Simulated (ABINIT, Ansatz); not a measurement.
**Diamond (Fd-3m, 2 atoms a cell): G0W0 with ABINIT, start to end**

Aim: the G0W0 gap of Diamond (Fd-3m, 2 atoms a cell) on PBE, step by step.

Method: PBE and many-body steps on it, plane waves, in ABINIT 10.8.3.

**What was measured.**

- Gap 5.5 eV: band gap, experimental literature value; bulk crystal (quoted in “Fermi level pinning by defects can explain the large reported carbon 1s binding energy variations in diamond”, 2019, arxiv:1902.02958).

- Gap 5.47 eV: experimental band gap used as input; bulk crystal (quoted in “Enhanced Electron Emission Performance and Air‐Surface Stability in ScO‐Terminated Diamond for Thermionic Energy Converters”, 2024, pmc:11600692).

## (1) The structure

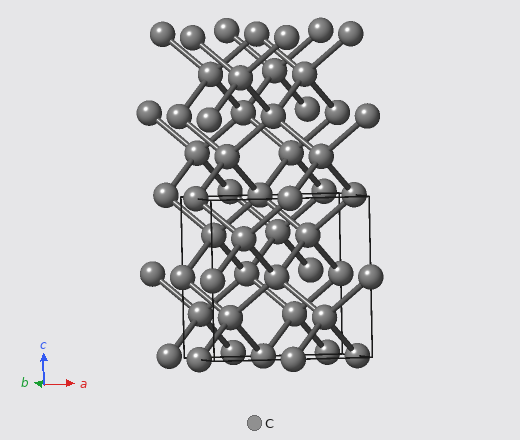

The starting structure, seen slightly off an axis (carbon grey). 1×2×2 cells are drawn. This picture shows the conventional cell, with its axes. Some periodic images of atoms are drawn too.

The cell and positions come from the Crystallography Open Database and are kept as given unless a step says otherwise.

## (2) Ground state

This step: ABINIT 10.8.3; DFT, PBE, plane waves, norm-conserving pseudopotentials.

The ground-state density comes first.

run.abi

```
acell 3*1.0 Angstrom
rprim 
  -0.000000000000 1.783370000000 1.783370000000
  1.783370000000 0.000000000000 1.783370000000
  1.783370000000 1.783370000000 0.000000000000
ntypat 1
znucl 6
natom 2
typat 1 1
xred 
  -0.000000000000 0.000000000000 -0.000000000000
  0.250000000000 0.250000000000 0.250000000000
pp_dirpath "pseudos"
pseudos "C.upf"
ecut 37
ngkpt 10 10 10
nshiftk 1
shiftk 0 0 0
kptopt 1
chksymbreak 0
nband 9
occopt 1
tolvrs 1e-10
nstep 60
prtwf 0
optforces 0
optstress 0
indata_prefix "in"
outdata_prefix "out"
tmpdata_prefix "tmp"
```

Command:

```sh
$ OMP_NUM_THREADS=1 mpirun -n 8 abinit run.abi > log
```

Numbers of over 12 decimals in the logs are rounded to 6 here.

The log of the run:

```text
.Version 10.8.3 of ABINIT. v10.8.2 released Aug 2026.

 Symmetries : space group Fd -3 m (#227); Bravais cF (face-center cubic)
================================================================================
 Values of the parameters that define the memory need of the present run
     intxc =       0    ionmov =       0      iscf =       7    lmnmax =       4
     lnmax =       4     mgfft =      30  mpssoang =       2    mqgrid =    3001
     natom =       2  nloc_mem =       1    nspden =       1   nspinor =       1
    nsppol =       1      nsym =      48    n1xccc =    2501    ntypat =       1
    occopt =       1   xclevel =       2
-    mband =           9        mffmem =           1         mkmem =           6
       mpw =         845          nfft =       27000          nkpt =          47
================================================================================
  Rough estimation (10% accuracy) of disk space for files :
================================================================================

--------------------------------------------------------------------------------
------------- Echo of variables that govern the present computation ------------
--------------------------------------------------------------------------------
 -outvars: echo values of preprocessed input variables --------
            acell      1.8897261259E+00  1.8897261259E+00  1.8897261259E+00 Bohr

      chksymbreak           0
             ecut      3.70000000E+01 Hartree
-          fftalg         312

              ixc     -101130
              kpt      0.00000000E+00  0.00000000E+00  0.00000000E+00
                       1.00000000E-01  0.00000000E+00  0.00000000E+00
                       2.00000000E-01  0.00000000E+00  0.00000000E+00
                       3.00000000E-01  0.00000000E+00  0.00000000E+00
                       4.00000000E-01  0.00000000E+00  0.00000000E+00
                       5.00000000E-01  0.00000000E+00  0.00000000E+00
                       1.00000000E-01  1.00000000E-01  0.00000000E+00
                       2.00000000E-01  1.00000000E-01  0.00000000E+00
                       3.00000000E-01  1.00000000E-01  0.00000000E+00
   [... 36 further rows ...]
                      -3.00000000E-01  4.00000000E-01  2.00000000E-01
                      -3.00000000E-01  5.00000000E-01  2.00000000E-01
         kptrlatt       10    0    0      0   10    0      0    0   10
          kptrlen      4.76601409E+01
P           mkmem           6
            natom           2
            nband           9
            ngfft          30      30      30
             nkpt          47
            nstep          60
             nsym          48
           ntypat           1
              occ      2.000000  2.000000  2.000000  2.000000  0.000000  0.000000
[...]
optforces           0
        optstress           0
            prtwf           0
            rprim     -0.0000000000E+00  1.7833700000E+00  1.7833700000E+00
[...]
spgroup         227

           tolvrs      1.00000000E-10

             xred      0.0000000000E+00  0.0000000000E+00  0.0000000000E+00
[...]
znucl        6.00000

================================================================================

 chkinp: Checking input parameters for consistency.

================================================================================
== DATASET  1 ==================================================================
-   mpi_nproc: 8, omp_nthreads: 1 (-1 if OMP is not activated)

--- !DatasetInfo
iteration_state: {dtset: 1, }
dimensions: {natom: 2, nkpt: 47, mband: 9, nsppol: 1, nspinor: 1, nspden: 1, mpw: 845, }
cutoff_energies: {ecut:  37.0, pawecutdg:  -1.0, }
electrons: {nelect:   8.00000000E+00, charge:   0.00000000E+00, occopt:   1.00000000E+00, tsmear:   1.00000000E-02, }

 Real(R)+Recip(G) space primitive vectors, cartesian coordinates (Bohr,Bohr^-1):
 R(1)=  0.0000000  3.3700809  3.3700809  G(1)= -0.1483644  0.1483644  0.1483644
 R(2)=  3.3700809  0.0000000  3.3700809  G(2)=  0.1483644 -0.1483644  0.1483644
 R(3)=  3.3700809  3.3700809  0.0000000  G(3)=  0.1483644  0.1483644 -0.1483644
 Unit cell volume ucvol=  7.6551017E+01 bohr^3
 Angles (23,13,12)=  6.00000000E+01  6.00000000E+01  6.00000000E+01 degrees

 getcut: wavevector=  0.0000  0.0000  0.0000  ngfft=  30  30  30
         ecut(hartree)=     37.000   => boxcut(ratio)=   2.30135

 getcut : COMMENT -
  Note that boxcut > 2.2 ; recall that boxcut=Gcut(box)/Gcut(sphere) = 2
  is sufficient for exact treatment of convolution.
  Such a large boxcut is a waste : you could raise ecut
  e.g. ecut=   48.989798 Hartrees makes boxcut=2

--- Pseudopotential description ------------------------------------------------
- C Generated using ONCVPSP code by D. R. Hamann
-  6.00000   4.00000  171031                  znucl, zion, pspdat
12 -101130 1 -1 1248                          pspcod,pspxc,lmax,lloc,mmax
     nproj     2     2
  pspatm : epsatm=    4.31346680
         --- l  ekb(1:nproj) -->
[...]
1   -4.199961   -0.877517
 pspatm: atomic psp has been read  and splines computed

   6.90154688E+01                                ecore*ucvol(ha*bohr**3)
--------------------------------------------------------------------------------

_setup2: Arith. and geom. avg. npw (full set) are     822.485     822.457

================================================================================

--- !BeginCycle
iteration_state: {dtset: 1, }
solver: {iscf: 7, nstep: 60, nline: 4, wfoptalg: 0, }
tolerances: {tolvrs: 1.00E-10, }

     iter   Etot(hartree)      deltaE(h)  residm     vres2
 ETOT  1  -12.022012644239    -1.202E+01 1.536E-01 4.594E+01
 ETOT  2  -12.037397158723    -1.538E-02 8.428E-03 1.506E-01
 ETOT  3  -12.037407731185    -1.057E-05 4.063E-03 4.423E-03
 ETOT  4  -12.037408007989    -2.768E-07 3.688E-03 5.608E-05
 ETOT  5  -12.037408010338    -2.349E-09 8.736E-04 9.324E-08
 ETOT  6  -12.037408010340    -2.016E-12 3.766E-04 3.376E-10
 ETOT  7  -12.037408010340     9.415E-14 1.630E-04 1.540E-12

 At SCF step    7       vres2   =  1.54E-12 < tolvrs=  1.00E-10 =>converged.

--- !ResultsGS
iteration_state: {dtset: 1, }
comment   : Summary of ground state results
lattice_vectors:
- [ -0.0000000,   3.3700809,   3.3700809, ]
- [  3.3700809,   0.0000000,   3.3700809, ]
- [  3.3700809,   3.3700809,   0.0000000, ]
lattice_lengths: [   4.76601,    4.76601,    4.76601, ]
lattice_angles: [ 60.000,  60.000,  60.000, ] # degrees, (23, 13, 12)
lattice_volume:   7.6551017E+01
convergence: {deltae:  9.415E-14, res2:  1.540E-12, residm:  1.630E-04, diffor:  0.000E+00, }
etotal    :  -1.20374080E+01
entropy   :   0.00000000E+00
fermie    :   3.78251972E-01
cartesian_stress_tensor: null
pressure_GPa: null
xred      :
- [  0.0000E+00,   0.0000E+00,   0.0000E+00,  C]
- [  2.5000E-01,   2.5000E-01,   2.5000E-01,  C]
cartesian_forces: null
force_length_stats: {min: null, max: null, mean: null, }

 Integrated electronic density in atomic spheres:
 ------------------------------------------------
 Atom  Sphere_radius  Integrated_density
    1        2.00000          4.70847033
    2        2.00000          4.67055731
================================================================================

 ----iterations are completed or convergence reached----

 Mean square residual over all n,k,spin=   13.101E-07; max=  16.296E-05
 reduced coordinates (array xred) for    2 atoms
       0.000000000000      0.000000000000      0.000000000000
       0.250000000000      0.250000000000      0.250000000000
 rms dE/dt=  0.0000E+00; max dE/dt=  0.0000E+00; dE/dt below (all hartree)
    1       0.000000000000      0.000000000000      0.000000000000
    2       0.000000000000      0.000000000000      0.000000000000

 cartesian coordinates (angstrom) at end:
    1      0.000000     0.000000     0.000000
    2      0.891685     0.891685     0.891685
 length scales=  1.889726125908  1.889726125908  1.889726125908 bohr
              =  1.000000000000  1.000000000000  1.000000000000 angstroms
 prteigrs : about to open file out_EIG
 Fermi (or HOMO) energy (hartree) =   0.37825   Average Vxc (hartree)=  -0.49368
 Eigenvalues (hartree) for nkpt=  47  k points:
 kpt#   1, nband=  9, wtk=  0.00100, kpt=  0.0000  0.0000  0.0000 (reduced coord)
  -0.41145    0.37825    0.37825    0.37825    0.58499    0.58499    0.58499    0.86809
   1.08739
 prteigrs : prtvol=0 or 1, do not print more k-points.

--- !EnergyTerms
iteration_state     : {dtset: 1, }
comment             : Components of total free energy in Hartree
kinetic             :  8.47301406351088E+00
hartree             :  9.65946945363360E-01
xc                  : -4.34005573698495E+00
Ewald energy        : -1.27873442426994E+01
psp_core            :  9.01561743076947E-01
local_psp           : -4.68416309048939E+00
non_local_psp       : -5.66367692117671E-01
total_energy        : -1.20374080103402E+01
total_energy_eV     : -3.27554558769834E+02
band_energy         :  3.84676948223962E-01

== END DATASET(S) ==============================================================
================================================================================

 -outvars: echo values of variables after computation  --------
           etotal     -1.2037408010E+01
            nband           9
             nkpt          47
          spgroup         227
 [... the other variables as echoed above ...]

 Calculation completed.
```

It took 4.7 s on 8 MPI ranks of Intel Xeon Platinum 8259CL at 2.50GHz (Skylake/Cascade Lake), shared host; peak memory 0.54 GiB; 35 s of CPU time.

This step gave:

```yaml
total_energy: -327.5546 eV
gap: 4.229 eV
k_of_the_valence_top: 0, 0, 0
k_of_the_conduction_bottom: 0.4, 0.4, 0
least_direct_gap: 5.626 eV
```

The gap is indirect, with the least direct gap 1.40 eV higher.

## (3) Bands along the symmetry lines

The cheap functional maps the bands first; the places of the edges decide which points the dearer methods must see.

run.abi

```
acell 3*1.0 Angstrom
rprim 
  -0.000000000000 1.783370000000 1.783370000000
  1.783370000000 0.000000000000 1.783370000000
  1.783370000000 1.783370000000 0.000000000000
ntypat 1
znucl 6
natom 2
typat 1 1
xred 
  -0.000000000000 0.000000000000 -0.000000000000
  0.250000000000 0.250000000000 0.250000000000
pp_dirpath "pseudos"
pseudos "C.upf"
ecut 37
iscf -2
irdden 1
kptopt 0
nkpt 50
kpt 
  0.00000000 0.00000000 0.00000000
  0.06250000 0.00000000 0.06250000
  0.12500000 0.00000000 0.12500000
  0.18750000 0.00000000 0.18750000
  0.25000000 0.00000000 0.25000000
  0.31250000 0.00000000 0.31250000
  0.37500000 0.00000000 0.37500000
  0.43750000 0.00000000 0.43750000
  0.50000000 0.00000000 0.50000000
  0.51562500 0.03125000 0.51562500
  0.53125000 0.06250000 0.53125000
  0.54687500 0.09375000 0.54687500
  0.56250000 0.12500000 0.56250000
  0.57812500 0.15625000 0.57812500
  0.59375000 0.18750000 0.59375000
  0.60937500 0.21875000 0.60937500
  0.62500000 0.25000000 0.62500000
  0.37500000 0.37500000 0.75000000
  0.32812500 0.32812500 0.65625000
  0.28125000 0.28125000 0.56250000
  0.23437500 0.23437500 0.46875000
  0.18750000 0.18750000 0.37500000
  0.14062500 0.14062500 0.28125000
  0.09375000 0.09375000 0.18750000
  0.04687500 0.04687500 0.09375000
  0.00000000 0.00000000 0.00000000
  0.06250000 0.06250000 0.06250000
  0.12500000 0.12500000 0.12500000
  0.18750000 0.18750000 0.18750000
  0.25000000 0.25000000 0.25000000
  0.31250000 0.31250000 0.31250000
  0.37500000 0.37500000 0.37500000
  0.43750000 0.43750000 0.43750000
  0.50000000 0.50000000 0.50000000
  0.50000000 0.46875000 0.53125000
  0.50000000 0.43750000 0.56250000
  0.50000000 0.40625000 0.59375000
  0.50000000 0.37500000 0.62500000
  0.50000000 0.34375000 0.65625000
  0.50000000 0.31250000 0.68750000
  0.50000000 0.28125000 0.71875000
  0.50000000 0.25000000 0.75000000
  0.50000000 0.21875000 0.71875000
  0.50000000 0.18750000 0.68750000
  0.50000000 0.15625000 0.65625000
  0.50000000 0.12500000 0.62500000
  0.50000000 0.09375000 0.59375000
  0.50000000 0.06250000 0.56250000
  0.50000000 0.03125000 0.53125000
  0.50000000 0.00000000 0.50000000
istwfk *1
nband 11
nbdbuf 2
tolwfr 1e-08
nstep 40
prtwf 0
prtvol 0
indata_prefix "in"
outdata_prefix "out"
tmpdata_prefix "tmp"
```

The log of the run:

```text
.Version 10.8.3 of ABINIT. v10.8.2 released Aug 2026.

 Symmetries : space group Fd -3 m (#227); Bravais cF (face-center cubic)
[... echo of the input left out ...]
== DATASET  1 ==================================================================
-   mpi_nproc: 8, omp_nthreads: 1 (-1 if OMP is not activated)

--- !DatasetInfo
iteration_state: {dtset: 1, }
dimensions: {natom: 2, nkpt: 50, mband: 11, nsppol: 1, nspinor: 1, nspden: 1, mpw: 869, }
cutoff_energies: {ecut:  37.0, pawecutdg:  -1.0, }
electrons: {nelect:   8.00000000E+00, charge:   0.00000000E+00, occopt:   1.00000000E+00, tsmear:   1.00000000E-02, }

 Real(R)+Recip(G) space primitive vectors, cartesian coordinates (Bohr,Bohr^-1):
 R(1)=  0.0000000  3.3700809  3.3700809  G(1)= -0.1483644  0.1483644  0.1483644
 R(2)=  3.3700809  0.0000000  3.3700809  G(2)=  0.1483644 -0.1483644  0.1483644
 R(3)=  3.3700809  3.3700809  0.0000000  G(3)=  0.1483644  0.1483644 -0.1483644
 Unit cell volume ucvol=  7.6551017E+01 bohr^3
 Angles (23,13,12)=  6.00000000E+01  6.00000000E+01  6.00000000E+01 degrees

 getcut: wavevector=  0.0000  0.0000  0.0000  ngfft=  30  30  30
         ecut(hartree)=     37.000   => boxcut(ratio)=   2.30135

 getcut : COMMENT -
  Note that boxcut > 2.2 ; recall that boxcut=Gcut(box)/Gcut(sphere) = 2
  is sufficient for exact treatment of convolution.
  Such a large boxcut is a waste : you could raise ecut
  e.g. ecut=   48.989798 Hartrees makes boxcut=2

--- Pseudopotential description ------------------------------------------------
- C Generated using ONCVPSP code by D. R. Hamann
-  6.00000   4.00000  171031                  znucl, zion, pspdat
12 -101130 1 -1 1248                          pspcod,pspxc,lmax,lloc,mmax
     nproj     2     2
  pspatm : epsatm=    4.31346680
         --- l  ekb(1:nproj) -->
             0    6.481548    0.385504
             1   -4.199961   -0.877517
 pspatm: atomic psp has been read  and splines computed

--------------------------------------------------------------------------------

================================================================================
 prteigrs : about to open file out_EIG
 Non-SCF case, kpt    1 (  0.00000  0.00000  0.00000), residuals and eigenvalues=
  1.15E-09  2.46E-09  4.10E-09  2.15E-09  4.34E-09  5.45E-09  5.76E-09  7.98E-09
  1.34E-09  3.49E-05  6.89E-05
 -4.1145E-01  3.7825E-01  3.7825E-01  3.7825E-01  5.8499E-01  5.8499E-01
  5.8499E-01  8.6809E-01  1.0874E+00  1.3653E+00  1.3654E+00
 Non-SCF case, kpt    2 (  0.06250  0.00000  0.06250), residuals and eigenvalues=
  7.88E-10  1.10E-09  7.57E-09  2.53E-09  1.51E-09  8.03E-09  2.52E-09  3.02E-09
[...]
-4.0615E-01  3.5790E-01  3.5790E-01  3.6537E-01  5.8087E-01  6.0988E-01
  6.0988E-01  8.7151E-01  1.0967E+00  1.2471E+00  1.3838E+00
 Non-SCF case, kpt    3 (  0.12500  0.00000  0.12500), residuals and eigenvalues=
  7.80E-09  1.48E-09  6.89E-09  3.60E-09  1.79E-09  4.36E-09  6.20E-09  7.96E-09
[...]
-3.9029E-01  3.1478E-01  3.1478E-01  3.2957E-01  5.7006E-01  6.6644E-01
  6.6644E-01  8.6803E-01  1.1220E+00  1.1457E+00  1.3923E+00
[...]
Non-SCF case, kpt   49 (  0.50000  0.03125  0.53125), residuals and eigenvalues=
[...]
-9.0410E-02 -9.0410E-02  1.4321E-01  1.4321E-01  5.6108E-01  5.6108E-01
  9.9380E-01  9.9380E-01  1.2288E+00  1.2288E+00  1.5680E+00
 Non-SCF case, kpt   50 (  0.50000  0.00000  0.50000), residuals and eigenvalues=
[...]
-9.1260E-02 -9.1260E-02  1.4617E-01  1.4617E-01  5.5561E-01  5.5561E-01
  9.9637E-01  9.9637E-01  1.2321E+00  1.2321E+00  1.5741E+00

--- !ResultsGS
iteration_state: {dtset: 1, }
comment   : Summary of ground state results
lattice_vectors:
- [ -0.0000000,   3.3700809,   3.3700809, ]
- [  3.3700809,   0.0000000,   3.3700809, ]
- [  3.3700809,   3.3700809,   0.0000000, ]
lattice_lengths: [   4.76601,    4.76601,    4.76601, ]
lattice_angles: [ 60.000,  60.000,  60.000, ] # degrees, (23, 13, 12)
lattice_volume:   7.6551017E+01
convergence: {deltae:  0.000E+00, res2:  0.000E+00, residm:  9.813E-09, diffor:  0.000E+00, }
etotal    :  -1.20374080E+01
entropy   :   0.00000000E+00
fermie    :   3.78251972E-01
cartesian_stress_tensor: null
pressure_GPa: null
xred      :
- [  0.0000E+00,   0.0000E+00,   0.0000E+00,  C]
- [  2.5000E-01,   2.5000E-01,   2.5000E-01,  C]
cartesian_forces: null
force_length_stats: {min: null, max: null, mean: null, }

 Integrated electronic density in atomic spheres:
 ------------------------------------------------
 Atom  Sphere_radius  Integrated_density
[...]
================================================================================

 ----iterations are completed or convergence reached----

 Mean square residual over all n,k,spin=   37.436E-10; max=  98.133E-10
 reduced coordinates (array xred) for    2 atoms
[...]
cartesian coordinates (angstrom) at end:
    1      0.000000     0.000000     0.000000
    2      0.891685     0.891685     0.891685
 length scales=  1.889726125908  1.889726125908  1.889726125908 bohr
              =  1.000000000000  1.000000000000  1.000000000000 angstroms
 prteigrs : about to open file out_EIG
 Eigenvalues (hartree) for nkpt=  50  k points:
 kpt#   1, nband= 11, wtk=  1.00000, kpt=  0.0000  0.0000  0.0000 (reduced coord)
[...]
kpt#   2, nband= 11, wtk=  1.00000, kpt=  0.0625  0.0000  0.0625 (reduced coord)
[...]
kpt#   3, nband= 11, wtk=  1.00000, kpt=  0.1250  0.0000  0.1250 (reduced coord)
[...]
kpt#  49, nband= 11, wtk=  1.00000, kpt=  0.5000  0.0313  0.5313 (reduced coord)
  -0.09041   -0.09041    0.14321    0.14321    0.56108    0.56108    0.99380    0.99380
   1.22880    1.22880    1.56797
 kpt#  50, nband= 11, wtk=  1.00000, kpt=  0.5000  0.0000  0.5000 (reduced coord)
  -0.09126   -0.09126    0.14617    0.14617    0.55561    0.55561    0.99637    0.99637
   1.23206    1.23206    1.57409

== END DATASET(S) ==============================================================
================================================================================

 -outvars: echo values of variables after computation  --------
            nband          11
             nkpt          50
          spgroup         227
 [... the other variables as echoed above ...]

 Calculation completed.
```

Run time: 2.8 s. Hardware: 8 MPI ranks; peak memory 0.07 GiB; 21 s of CPU time.

This step gave:

```
gap                        : 4.190 eV
k of the valence top       : 0, 0, 0
k of the conduction bottom : 0.375, 0, 0.375
least direct gap           : 5.626 eV
```

The gap is 4.190 eV, −0.039 eV from the run before at this level.

Electronic bands along the path, in eV, zero at the top of the highest filled band; v1 is the highest filled band, c1 the lowest empty one:

```tsv
point	v4	v3	v2	v1	c1	c2	c3	c4
Γ	-21.49	0.00	0.00	0.00	5.63	5.63	5.63	13.33
X	-12.78	-12.78	-6.32	-6.32	4.83	4.83	16.82	16.82
U	-12.99	-11.74	-9.33	-5.38	5.74	10.80	14.40	15.64
jump to K	-12.99	-11.74	-9.33	-5.38	5.74	10.80	14.40	15.64
Γ	-21.49	0.00	0.00	0.00	5.63	5.63	5.63	13.33
L	-15.71	-13.39	-2.81	-2.81	8.52	8.52	8.90	15.71
W	-11.99	-11.99	-8.33	-8.33	10.68	10.68	12.35	12.35
X	-12.78	-12.78	-6.32	-6.32	4.83	4.83	16.82	16.82
```

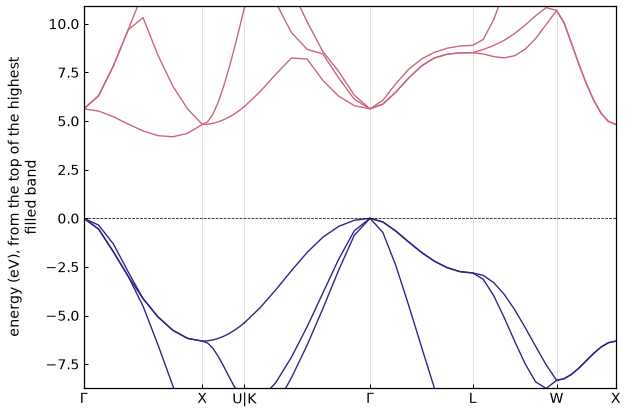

Electronic bands along the path; lines of filled and empty bands in two colours.

(Part 1 of 2 ends here.)

[Paths, hosts, dates, memory and timing lines, banners, echoed tables and standing remarks are left out of the program output.]

[Logs are printed without paths, hosts, clocks, repeated set-up lines and the standing remarks that a program may print on its own settings, such as how far it seeks lower states.]

[Runs of the session that timed out or met a known fault of the program may be left out.]

[Hosts, paths, dates, database ids (printed as entryN), source tags and the programs' standing remarks are cut or masked in the printed files.]

[G0W0 gaps are taken among the corrected bands and points alone; a level outside them can change the order at an edge.]

[Where Ansatz stands beside ABINIT at settings called matched, ABINIT's density can come from a denser mesh and the files from another edition; pairs whose starting gaps differed by over 0.03 eV were left out, so agreement reads better than it is.]
